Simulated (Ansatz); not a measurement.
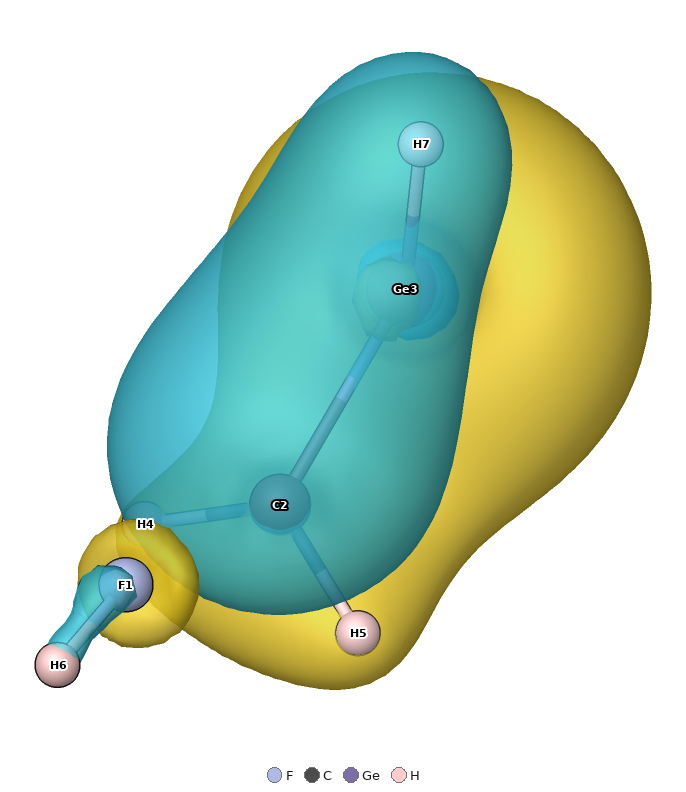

Figure 1: CH$_{4}$FGe (charge +1). The HOMO at ±0.08 Å⁻³ᐟ² (yellow and cyan are the two phases), seen at an oblique angle.

Geometry: PBE0-D4/def2-TZVP; at this geometry the atoms fall into two loosely joined parts.

All numbers below come from Ansatz 0.2.0, RKS PBE0-D4/def2-TZVPP.

```yaml
atoms:
  - { symbol: F, position_ang: [-1.7661, 1.0945, -1.0651] }
  - { symbol: C, position_ang: [-0.3445, -0.6431, 0.0360] }
  - { symbol: Ge, position_ang: [1.0251, -0.2562, 1.1746] }
  - { symbol: H, position_ang: [-0.1158, -0.9955, -0.9722] }
  - { symbol: H, position_ang: [-1.2744, -1.0496, 0.4396] }
  - { symbol: H, position_ang: [-2.4624, 1.3332, -1.6266] }
  - { symbol: H, position_ang: [1.3637, 1.2096, 1.5083] }
```

Question: Describe this orbital and give its energy.

Answer: It lies mainly on Ge3 (about 55 %) and C2 (about 35 %). Its energy is −13.28 eV.
